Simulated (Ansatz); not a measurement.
# CH5F2NSi: one species, many methods

Aim: compute CH5F2NSi with functionals from several rungs and with coupled cluster. The yardstick is the atomisation energy at the CCSD(T) limit.

The runs use Ansatz 0.2.0, Gaussian basis; functionals in def2-TZVPP, the program's frozen cores in correlated methods.

Levels to be run: LDA (SPW92), PBE-D4, revPBE-D4, BLYP-D4, r2SCAN-D4, B97M-V, PBE0-D4, B3LYP-D4, r2SCANh-D4, r2SCAN0-D4, HSE06-D4, BHLYP-D4, CAM-B3LYP-D4, LC-ωPBE, ωB97X-V, ωB97M-V, B2PLYP, PBE-QIDH; CCSD(T)/def2-SVP; CCSD(T)/def2-TZVPP; MP2/def2-QZVPP; extrapolation to the limit; RPA on PBE.

## Step 1: Structure used throughout

The geometry comes from an earlier relaxation with PBE0-D4 in a triple-zeta def2 set; it is a stationary point, not always the lowest conformer.

SMILES `N[SiH2]C(F)F`, 10 atoms, charge 0, spin multiplicity 1.

Atoms are counted from 1 here; the program's logs count them from 0.

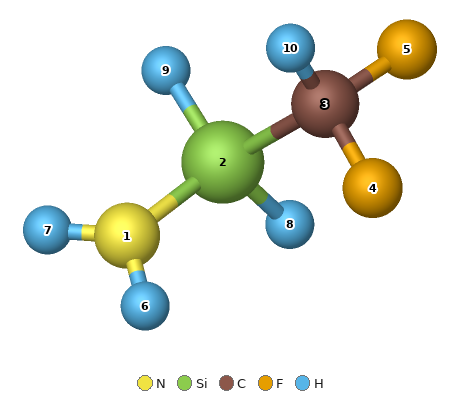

The structure; nitrogen yellow, silicon green, carbon brown, fluorine amber, hydrogen blue; atoms are numbered from 1 in the order of the file.

Geometry (Å):

```xyz
10
CH5F2NSi
N    -0.19527    0.56317    1.54133
Si   -0.60414    0.37166   -0.10591
C     0.77662   -0.64314   -0.96491
F     0.89580   -1.86111   -0.34342
F     0.45475   -0.88567   -2.27088
H    -0.18366   -0.21024    2.18463
H    -0.31493    1.44430    2.00971
H    -1.86190   -0.37369   -0.38034
H    -0.65474    1.72357   -0.71564
H     1.77056   -0.18005   -0.95176
```

## Step 2: LDA

This LDA is Slater exchange with PW92 correlation.

The input, in.yaml:

```yaml
crystal:
  periodic: [false, false, false]
  atoms:
    - {symbol: N, position_ang: [-0.195269, 0.563169, 1.541335]}
    - {symbol: Si, position_ang: [-0.604140, 0.371664, -0.105915]}
    - {symbol: C, position_ang: [0.776624, -0.643137, -0.964912]}
    - {symbol: F, position_ang: [0.895803, -1.861112, -0.343418]}
    - {symbol: F, position_ang: [0.454748, -0.885669, -2.270884]}
    - {symbol: H, position_ang: [-0.183656, -0.210237, 2.184631]}
    - {symbol: H, position_ang: [-0.314925, 1.444298, 2.009709]}
    - {symbol: H, position_ang: [-1.861905, -0.373692, -0.380344]}
    - {symbol: H, position_ang: [-0.654741, 1.723570, -0.715640]}
    - {symbol: H, position_ang: [1.770560, -0.180053, -0.951760]}
basis:
  gaussian: {orbitals: def2-TZVPP}
hamiltonian: {xc: lda}
output: {orbitals: {seedname: orbitals}}
```

Run with:

```
$ ansatz run in.yaml --threads 4 --pin off --events-out ev --progress --plain --max-ram 10444MiB
```

Log, cut to the lines that bear on the results:

```text
Functional definition: SPW92
  name "SPW92"
  cite "Dirac, Proc. Camb. Phil. Soc. 26, 376 (1930) doi:10.1017/S0305004100016108"
  cite "Slater, Phys. Rev. 81, 385 (1951) doi:10.1103/PhysRev.81.385"
  cite "Perdew & Wang, Phys. Rev. B 45, 13244 (1992) doi:10.1103/PhysRevB.45.13244"
[...]
1230 factors; their error is unknown
[...]
mean field -15835.54474831 eV, -581.9455357828 hartree, gradient 2.6e-5 eV, S^2 0.000000; 0 other end points of the search recorded, 0 dependent functions left out
reference -15835.54478370 eV, -581.9455370833 hartree; 25, 25 occupied and 211, 211 virtual orbitals, 1230 factors
Total energy: -15835.54478370 eV, -581.9455370833 hartree
```

It took 1.1 s on 4 threads of AMD EPYC 7B13, shared host.

Atomisation energy: 4060.5 kJ/mol (free atoms -15793.461 eV, run apart). HOMO -6.32 eV, LUMO -0.91 eV.

## Step 3: PBE-D4 (GGA)

in.yaml: that of step 2 with these lines changed.

```diff
@@ -15,3 +15,3 @@
   gaussian: {orbitals: def2-TZVPP}
-hamiltonian: {xc: lda}
-output: {orbitals: {seedname: orbitals}}
+hamiltonian: {xc: pbe, dispersion: d4}
+output: {forces: true, orbitals: {seedname: orbitals}}
```

The command is unchanged.

Log, cut to the lines that bear on the results:

```text
Functional definition: PBE
  name "PBE"
  cite "Perdew, Burke & Ernzerhof, Phys. Rev. Lett. 77, 3865 (1996) doi:10.1103/PhysRevLett.77.3865"
  parent pbe
[...]
1230 factors; their error is unknown
[...]
mean field -15911.61181926 eV, -584.7409490799 hartree, gradient 3.7e-5 eV, S^2 0.000000; 0 other end points of the search recorded, 0 dependent functions left out
[...]
Atom 6 at    -0.314925     1.444298     2.009709 Å, force    -0.040794     0.285244     0.176114 eV/Å
Atom 7 at    -1.861905    -0.373692    -0.380344 Å, force    -0.150042    -0.087704    -0.049318 eV/Å
Atom 8 at    -0.654741     1.723570    -0.715640 Å, force    -0.010430     0.155022    -0.057466 eV/Å
Atom 9 at     1.770560    -0.180053    -0.951760 Å, force     0.257078     0.139545     0.015575 eV/Å
Dipole moment:    -0.026381     0.363150     0.458887 e Å
```

It took 2 s on 4 threads of AMD EPYC 7B13, shared host.

Atomisation energy: 3571.0 kJ/mol (free atoms -15874.778 eV, run apart). HOMO -6.18 eV, LUMO -0.68 eV.

## Step 4: revPBE-D4 (GGA)

in.yaml: that of step 3 with these lines changed.

```diff
@@ -15,3 +15,3 @@
   gaussian: {orbitals: def2-TZVPP}
-hamiltonian: {xc: pbe, dispersion: d4}
-output: {forces: true, orbitals: {seedname: orbitals}}
+hamiltonian: {xc: {name: revPBE}, dispersion: d4}
+output: {orbitals: {seedname: orbitals}}
```

Launched as before.

Log, cut to the lines that bear on the results:

```text
Functional definition: revPBE
  name "revPBE"
  cite "Zhang & Yang, Phys. Rev. Lett. 80, 890 (1998) doi:10.1103/PhysRevLett.80.890"
  cite "Perdew, Burke & Ernzerhof, Phys. Rev. Lett. 77, 3865 (1996) doi:10.1103/PhysRevLett.77.3865"
[...]
1230 factors; their error is unknown
[...]
mean field -15919.74181147 eV, -585.0397207831 hartree, gradient 2.8e-5 eV, S^2 0.000000; 0 other end points of the search recorded, 0 dependent functions left out
reference -15919.74185828 eV, -585.0397225030 hartree; 25, 25 occupied and 211, 211 virtual orbitals, 1230 factors
Total energy: -15920.30874530 eV, -585.0605552171 hartree
```

It took 1.6 s on 4 threads of AMD EPYC 7B13, shared host.

With the free atoms at this level, -15884.349 eV in sum, the atomisation energy is 3469.6 kJ/mol. HOMO -6.12 eV, LUMO -0.58 eV.

## Step 5: BLYP-D4 (GGA)

in.yaml: that of step 4 with these lines changed.

```diff
@@ -15,3 +15,3 @@
   gaussian: {orbitals: def2-TZVPP}
-hamiltonian: {xc: {name: revPBE}, dispersion: d4}
+hamiltonian: {xc: {name: BLYP}, dispersion: d4}
 output: {orbitals: {seedname: orbitals}}
```

The command is unchanged.

Log, cut to the lines that bear on the results:

```text
Functional definition: BLYP
  name "BLYP"
  cite "Becke, Phys. Rev. A 38, 3098 (1988) doi:10.1103/PhysRevA.38.3098"
  cite "Lee, Yang & Parr, Phys. Rev. B 37, 785 (1988) doi:10.1103/PhysRevB.37.785"
[...]
1230 factors; their error is unknown
[...]
mean field -15922.60955650 eV, -585.1451084691 hartree, gradient 6.0e-5 eV, S^2 0.000000; 0 other end points of the search recorded, 0 dependent functions left out
reference -15922.60988482 eV, -585.1451205345 hartree; 25, 25 occupied and 211, 211 virtual orbitals, 1230 factors
Total energy: -15923.00366462 eV, -585.1595916753 hartree
```

It took 1.6 s on 4 threads of AMD EPYC 7B13, shared host.

Atomisation energy: 3509.6 kJ/mol (free atoms -15886.629 eV, run apart). HOMO -6.10 eV, LUMO -0.62 eV.

## Step 6: r2SCAN-D4 (meta-GGA)

in.yaml: that of step 5 with these lines changed.

```diff
@@ -15,3 +15,3 @@
   gaussian: {orbitals: def2-TZVPP}
-hamiltonian: {xc: {name: BLYP}, dispersion: d4}
-output: {orbitals: {seedname: orbitals}}
+hamiltonian: {xc: r2scan, dispersion: d4}
+output: {forces: true, orbitals: {seedname: orbitals}}
```

Launched as before.

Log, cut to the lines that bear on the results:

```text
Functional definition: r2SCAN
  name "r2SCAN"
  cite "Furness, Kaplan, Ning, Perdew & Sun, J. Phys. Chem. Lett. 11, 8208 (2020) doi:10.1021/acs.jpclett.0c02405"
  cite "Furness, Kaplan, Ning, Perdew & Sun, J. Phys. Chem. Lett. 11, 9248 (2020) doi:10.1021/acs.jpclett.0c03077"
  parent r2scan
[...]
1230 factors; their error is unknown
[...]
Atom 6 at    -0.314925     1.444298     2.009709 Å, force    -0.004430    -0.007070     0.035314 eV/Å
Atom 7 at    -1.861905    -0.373692    -0.380344 Å, force     0.016195     0.000614    -0.010076 eV/Å
Atom 8 at    -0.654741     1.723570    -0.715640 Å, force    -0.001595    -0.023495     0.006928 eV/Å
Atom 9 at     1.770560    -0.180053    -0.951760 Å, force     0.041665    -0.004873    -0.009458 eV/Å
Dipole moment:    -0.032383     0.381001     0.470802 e Å
```

Wall time 3.5 s (4 threads of AMD EPYC 7B13, shared host).

Atomisation energy: 3492.1 kJ/mol (free atoms -15883.561 eV, run apart). HOMO -6.50 eV, LUMO -0.20 eV.

## Step 7: B97M-V (meta-GGA)

in.yaml: that of step 6 with these lines changed.

```diff
@@ -15,3 +15,3 @@
   gaussian: {orbitals: def2-TZVPP}
-hamiltonian: {xc: r2scan, dispersion: d4}
-output: {forces: true, orbitals: {seedname: orbitals}}
+hamiltonian: {xc: {name: B97M-V}}
+output: {orbitals: {seedname: orbitals}}
```

Same command.

Log, cut to the lines that bear on the results:

```text
Functional definition: B97M-V
  name "B97M-V"
  cite "Mardirossian & Head-Gordon, J. Chem. Phys. 142, 074111 (2015) doi:10.1063/1.4907719"
  cite "Becke, J. Chem. Phys. 107, 8554 (1997) doi:10.1063/1.475007"
  cite "Vydrov & Van Voorhis, J. Chem. Phys. 133, 244103 (2010) doi:10.1063/1.3521275"
  # Of w^i u^j: cxij and so on, Table III.
[...]
  gx(w, u) = cx00 + cx01*u + cx02*u^2 + (cx10 + cx11*u)*w
[...]
  gos(w, u) = cos00 + cos01*u + cos03*u^3 + cos10*w + cos32*w^3*u^2
[...]
      + integral(e_c_pw_mod_opposite_spin*gos(b97_w_opposite, b97_u_opposite)) + vv10(b, c)
1230 factors; their error is unknown
[...]
mean field -15919.81481138 eV, -585.0424034800 hartree, gradient 3.4e-5 eV, S^2 0.000000; 0 other end points of the search recorded, 0 dependent functions left out
reference -15919.81486753 eV, -585.0424055437 hartree; 25, 25 occupied and 211, 211 virtual orbitals, 1230 factors
Total energy: -15919.81486753 eV, -585.0424055437 hartree
```

Wall time 6 s (4 threads of AMD EPYC 7B13, shared host).

Atomisation energy: 3488.7 kJ/mol (free atoms -15883.657 eV, run apart). HOMO -6.62 eV, LUMO -0.52 eV.

## Step 8: PBE0-D4 (hybrid)

in.yaml: that of step 7 with these lines changed.

```diff
@@ -15,3 +15,3 @@
   gaussian: {orbitals: def2-TZVPP}
-hamiltonian: {xc: {name: B97M-V}}
+hamiltonian: {xc: pbe0, dispersion: d4}
 output: {orbitals: {seedname: orbitals}}
```

Its log isn't repeated here (it stands with the study of this molecule's fields); it ends on a total energy of -15912.739148 eV.

With the free atoms at this level, -15876.652 eV in sum, the atomisation energy is 3481.9 kJ/mol. HOMO -7.64 eV, LUMO 0.17 eV.

## Step 9: B3LYP-D4 (hybrid)

B3LYP here takes the VWN-RPA correlation.

in.yaml: that of step 8 with these lines changed.

```diff
@@ -15,3 +15,3 @@
   gaussian: {orbitals: def2-TZVPP}
-hamiltonian: {xc: pbe0, dispersion: d4}
-output: {orbitals: {seedname: orbitals}}
+hamiltonian: {xc: {name: B3LYP}, dispersion: d4}
+output: {forces: true, orbitals: {seedname: orbitals}}
```

The command is unchanged.

Log, cut to the lines that bear on the results:

```text
Functional definition: B3LYP
  name "B3LYP"
  cite "Stephens, Devlin, Chabalowski & Frisch, J. Phys. Chem. 98, 11623 (1994) doi:10.1021/j100096a001"
  cite "Becke, Phys. Rev. A 38, 3098 (1988) doi:10.1103/PhysRevA.38.3098"
  cite "Lee, Yang & Parr, Phys. Rev. B 37, 785 (1988) doi:10.1103/PhysRevB.37.785"
  cite "Vosko, Wilk & Nusair, Can. J. Phys. 58, 1200 (1980) doi:10.1139/p80-159"
[...]
1233 factors; their error is unknown
[...]
Atom 6 at    -0.314925     1.444298     2.009709 Å, force     0.006983    -0.005616     0.031345 eV/Å
Atom 7 at    -1.861905    -0.373692    -0.380344 Å, force     0.079423     0.047426     0.017673 eV/Å
Atom 8 at    -0.654741     1.723570    -0.715640 Å, force     0.002345    -0.084738     0.036268 eV/Å
Atom 9 at     1.770560    -0.180053    -0.951760 Å, force    -0.060023    -0.035291    -0.006545 eV/Å
Dipole moment:    -0.040966     0.398908     0.471160 e Å
```

Wall time 3.7 s (4 threads of AMD EPYC 7B13, shared host); peak memory 0.62 GiB.

With the free atoms at this level, -15888.908 eV in sum, the atomisation energy is 3497.6 kJ/mol. HOMO -7.43 eV, LUMO -0.11 eV.

## Step 10: r2SCANh-D4 (hybrid)

in.yaml: that of step 9 with these lines changed.

```diff
@@ -15,3 +15,3 @@
   gaussian: {orbitals: def2-TZVPP}
-hamiltonian: {xc: {name: B3LYP}, dispersion: d4}
-output: {forces: true, orbitals: {seedname: orbitals}}
+hamiltonian: {xc: {name: r2SCANh}, dispersion: d4}
+output: {orbitals: {seedname: orbitals}}
```

Launched as before.

Log, cut to the lines that bear on the results:

```text
Functional definition: r2SCANh
  name "r2SCANh"
  cite "Bursch, Neugebauer, Ehlert & Grimme, J. Chem. Phys. 156, 134105 (2022) doi:10.1063/5.0086040"
  cite "Furness, Kaplan, Ning, Perdew & Sun, J. Phys. Chem. Lett. 11, 8208 (2020) doi:10.1021/acs.jpclett.0c02405"
  cite "Furness, Kaplan, Ning, Perdew & Sun, J. Phys. Chem. Lett. 11, 9248 (2020) doi:10.1021/acs.jpclett.0c03077"
  parent r2scan
[...]
1230 factors; their error is unknown
[...]
mean field -15919.23644248 eV, -585.0211488152 hartree, gradient 4.6e-5 eV, S^2 0.000000; 0 other end points of the search recorded, 0 dependent functions left out
reference -15919.23645262 eV, -585.0211491877 hartree; 25, 25 occupied and 211, 211 virtual orbitals, 1230 factors
Total energy: -15919.28233011 eV, -585.0228351543 hartree
```

Wall time 3.9 s (4 threads of AMD EPYC 7B13, shared host); peak memory 0.56 GiB.

Atomisation energy: 3461.4 kJ/mol (free atoms -15883.407 eV, run apart). HOMO -7.04 eV, LUMO 0.09 eV.

## Step 11: r2SCAN0-D4 (hybrid)

in.yaml: that of step 10 with these lines changed.

```diff
@@ -15,3 +15,3 @@
   gaussian: {orbitals: def2-TZVPP}
-hamiltonian: {xc: {name: r2SCANh}, dispersion: d4}
+hamiltonian: {xc: {name: r2SCAN0}, dispersion: d4}
 output: {orbitals: {seedname: orbitals}}
```

Same command.

Log, cut to the lines that bear on the results:

```text
Functional definition: r2SCAN0
  name "r2SCAN0"
  cite "Bursch, Neugebauer, Ehlert & Grimme, J. Chem. Phys. 156, 134105 (2022) doi:10.1063/5.0086040"
  cite "Furness, Kaplan, Ning, Perdew & Sun, J. Phys. Chem. Lett. 11, 8208 (2020) doi:10.1021/acs.jpclett.0c02405"
  cite "Furness, Kaplan, Ning, Perdew & Sun, J. Phys. Chem. Lett. 11, 9248 (2020) doi:10.1021/acs.jpclett.0c03077"
  parent r2scan
[...]
1233 factors; their error is unknown
[...]
mean field -15918.56063838 eV, -584.9963134727 hartree, gradient 5.3e-5 eV, S^2 0.000000; 0 other end points of the search recorded, 0 dependent functions left out
reference -15918.56064714 eV, -584.9963137944 hartree; 25, 25 occupied and 211, 211 virtual orbitals, 1233 factors
Total energy: -15918.61121578 eV, -584.9981721577 hartree
```

Wall time 4.1 s (4 threads of AMD EPYC 7B13, shared host); peak memory 0.56 GiB.

Atomisation energy: 3417.6 kJ/mol (free atoms -15883.190 eV, run apart). HOMO -7.86 eV, LUMO 0.49 eV.

## Step 12: HSE06-D4 (hybrid)

HSE06 is the plane-wave form, built on full-range PBE exchange.

in.yaml: that of step 11 with these lines changed.

```diff
@@ -15,3 +15,3 @@
   gaussian: {orbitals: def2-TZVPP}
-hamiltonian: {xc: {name: r2SCAN0}, dispersion: d4}
+hamiltonian: {xc: hse06, dispersion: d4}
 output: {orbitals: {seedname: orbitals}}
```

The command is unchanged.

Log, cut to the lines that bear on the results:

```text
Functional definition: HSE06
  name "HSE06"
  cite "Heyd, Scuseria & Ernzerhof, J. Chem. Phys. 118, 8207 (2003) doi:10.1063/1.1564060"
  cite "Krukau, Vydrov, Izmaylov & Scuseria, J. Chem. Phys. 125, 224106 (2006) doi:10.1063/1.2404663"
  cite "Heyd & Scuseria, J. Chem. Phys. 120, 7274 (2004) doi:10.1063/1.1668634"
  cite "Ernzerhof & Perdew, J. Chem. Phys. 109, 3313 (1998) doi:10.1063/1.476928"
[...]
1233 factors; their error is unknown
108 factors; integrals over basis functions are off by at most 3.7e-7 eV
[...]
mean field -15912.05456551 eV, -584.7572197047 hartree, gradient 3.9e-5 eV, S^2 0.000000; 0 other end points of the search recorded, 0 dependent functions left out
reference -15912.05460346 eV, -584.7572210992 hartree; 25, 25 occupied and 211, 211 virtual orbitals, 1233 factors
Total energy: -15912.19209800 eV, -584.7622739303 hartree
```

Wall time 2.7 s (4 threads of AMD EPYC 7B13, shared host); peak memory 0.56 GiB.

Atomisation energy: 3484.9 kJ/mol (free atoms -15876.074 eV, run apart). HOMO -7.23 eV, LUMO -0.20 eV.

## Step 13: BHLYP-D4 (hybrid)

in.yaml: that of step 12 with these lines changed.

```diff
@@ -15,3 +15,3 @@
   gaussian: {orbitals: def2-TZVPP}
-hamiltonian: {xc: hse06, dispersion: d4}
+hamiltonian: {xc: {name: BHLYP}, dispersion: d4}
 output: {orbitals: {seedname: orbitals}}
```

The command is unchanged.

Log, cut to the lines that bear on the results:

```text
Functional definition: BHLYP
  name "BHLYP"
  cite "Becke, J. Chem. Phys. 98, 1372 (1993) doi:10.1063/1.464304"
  cite "Becke, Phys. Rev. A 38, 3098 (1988) doi:10.1103/PhysRevA.38.3098"
  cite "Lee, Yang & Parr, Phys. Rev. B 37, 785 (1988) doi:10.1103/PhysRevB.37.785"
[...]
1345 factors; their error is unknown
[...]
mean field -15920.66016978 eV, -585.0734698282 hartree, gradient 7.1e-5 eV, S^2 0.000000; 0 other end points of the search recorded, 0 dependent functions left out
reference -15920.66033723 eV, -585.0734759819 hartree; 25, 25 occupied and 211, 211 virtual orbitals, 1345 factors
Total energy: -15920.86860760 eV, -585.0811297769 hartree
```

It took 2.7 s on 4 threads of AMD EPYC 7B13, shared host; peak memory 0.55 GiB.

Atomisation energy: 3369.8 kJ/mol (free atoms -15885.943 eV, run apart). HOMO -9.05 eV, LUMO 0.90 eV.

## Step 14: CAM-B3LYP-D4 (range-separated)

in.yaml: that of step 13 with these lines changed.

```diff
@@ -15,3 +15,3 @@
   gaussian: {orbitals: def2-TZVPP}
-hamiltonian: {xc: {name: BHLYP}, dispersion: d4}
+hamiltonian: {xc: {name: CAM-B3LYP}, dispersion: d4}
 output: {orbitals: {seedname: orbitals}}
```

Same command.

Log, cut to the lines that bear on the results:

```text
Functional definition: CAM-B3LYP
  name "CAM-B3LYP"
  cite "Yanai, Tew & Handy, Chem. Phys. Lett. 393, 51 (2004) doi:10.1016/j.cplett.2004.06.011"
  cite "Iikura, Tsuneda, Yanai & Hirao, J. Chem. Phys. 115, 3540 (2001) doi:10.1063/1.1383587"
  cite "Becke, Phys. Rev. A 38, 3098 (1988) doi:10.1103/PhysRevA.38.3098"
  cite "Lee, Yang & Parr, Phys. Rev. B 37, 785 (1988) doi:10.1103/PhysRevB.37.785"
[...]
  # Exact exchange under (alpha + beta erf(omega r))/r, Becke's under what is left of 1/r.
[...]
1233 factors; their error is unknown
300 factors; integrals over basis functions are off by at most 1.2e-5 eV
[...]
mean field -15921.98818544 eV, -585.1222735037 hartree, gradient 5.1e-5 eV, S^2 0.000000; 0 other end points of the search recorded, 0 dependent functions left out
reference -15921.98830544 eV, -585.1222779136 hartree; 25, 25 occupied and 211, 211 virtual orbitals, 1233 factors
Total energy: -15922.13738101 eV, -585.1277563397 hartree
```

Wall time 2.6 s (4 threads of AMD EPYC 7B13, shared host); peak memory 0.6 GiB.

Atomisation energy: 3527.2 kJ/mol (free atoms -15885.580 eV, run apart). HOMO -9.10 eV, LUMO 1.05 eV.

## Step 15: LC-ωPBE (range-separated)

in.yaml: that of step 14 with these lines changed.

```diff
@@ -15,3 +15,3 @@
   gaussian: {orbitals: def2-TZVPP}
-hamiltonian: {xc: {name: CAM-B3LYP}, dispersion: d4}
+hamiltonian: {xc: {name: LC-wPBE}}
 output: {orbitals: {seedname: orbitals}}
```

Launched as before.

Log, cut to the lines that bear on the results:

```text
Functional definition: LC-wPBE
  name "LC-wPBE"
  cite "Vydrov & Scuseria, J. Chem. Phys. 125, 234109 (2006) doi:10.1063/1.2409292"
  cite "Heyd & Scuseria, J. Chem. Phys. 120, 7274 (2004) doi:10.1063/1.1668634"
  cite "Ernzerhof & Perdew, J. Chem. Phys. 109, 3313 (1998) doi:10.1063/1.476928"
  cite "Perdew, Burke & Ernzerhof, Phys. Rev. Lett. 77, 3865 (1996) doi:10.1103/PhysRevLett.77.3865"
  parent pbe
[...]
1230 factors; their error is unknown
386 factors; integrals over basis functions are off by at most 2.5e-5 eV
[...]
mean field -15917.27703006 eV, -584.9491417368 hartree, gradient 6.4e-5 eV, S^2 0.000000; 0 other end points of the search recorded, 0 dependent functions left out
reference -15917.27703007 eV, -584.9491417371 hartree; 25, 25 occupied and 211, 211 virtual orbitals, 1230 factors
Total energy: -15917.27703007 eV, -584.9491417371 hartree
```

Run time: 2.1 s. Hardware: 4 threads of AMD EPYC 7B13, shared host.

Atomisation energy: 3492.7 kJ/mol (free atoms -15881.077 eV, run apart). HOMO -10.45 eV, LUMO 2.33 eV.

## Step 16: ωB97X-V (range-separated)

in.yaml: that of step 15 with these lines changed.

```diff
@@ -15,3 +15,3 @@
   gaussian: {orbitals: def2-TZVPP}
-hamiltonian: {xc: {name: LC-wPBE}}
+hamiltonian: {xc: {name: wB97X-V}}
 output: {orbitals: {seedname: orbitals}}
```

Same command.

Log, cut to the lines that bear on the results:

```text
Functional definition: wB97X-V
  name "wB97X-V"
  cite "Mardirossian & Head-Gordon, Phys. Chem. Chem. Phys. 16, 9904 (2014) doi:10.1039/C3CP54374A"
  cite "Becke, J. Chem. Phys. 107, 8554 (1997) doi:10.1063/1.475007"
  cite "Vydrov & Van Voorhis, J. Chem. Phys. 133, 244103 (2010) doi:10.1063/1.3521275"
[...]
      + integral(e_c_pw_opposite_spin*poly(b97_u_opposite, cos0, cos1)) + vv10(b, c)
1233 factors; their error is unknown
280 factors; integrals over basis functions are off by at most 1.0e-5 eV
[...]
mean field -15920.34083168 eV, -585.0617343695 hartree, gradient 7.2e-5 eV, S^2 0.000000; 0 other end points of the search recorded, 0 dependent functions left out
reference -15920.34082981 eV, -585.0617343009 hartree; 25, 25 occupied and 211, 211 virtual orbitals, 1233 factors
Total energy: -15920.34082981 eV, -585.0617343009 hartree
```

Run time: 4.8 s. Hardware: 4 threads of AMD EPYC 7B13, shared host; peak memory 0.66 GiB.

With the free atoms at this level, -15883.860 eV in sum, the atomisation energy is 3519.8 kJ/mol. HOMO -10.09 eV, LUMO 2.14 eV.

[end of part 1 of 2]
